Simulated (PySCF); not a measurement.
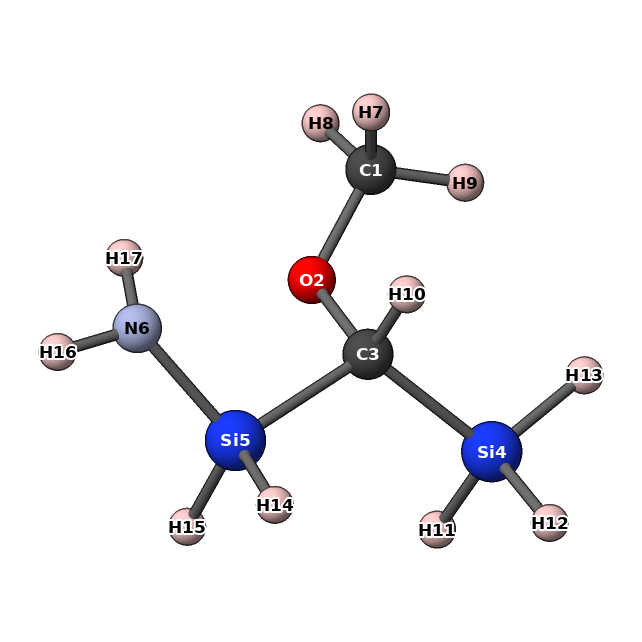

The questions are on IAO charges. Computed geometry: GFN2-xTB optimisation. No frequency run is at hand to confirm it as a minimum. Level of theory: PBE0/pcSseg-1, gas phase (PySCF 2.14.0).

List the IAO charges.

```
atom  value (e)
  C1      −0.20
  O2      −0.40
  C3      −0.46
 Si4       0.58
 Si5       0.91
  N6      −0.84
  H7       0.12
  H8       0.16
  H9       0.12
 H10       0.14
 H11      −0.11
 H12      −0.12
 H13      −0.12
 H14      −0.15
 H15      −0.16
 H16       0.26
 H17       0.26
```

The geometry is semi-empirical. Around Si such bond lengths and angles can be off by a tenth of an ångström or more and by several degrees, and values that hang on the shape move with them.
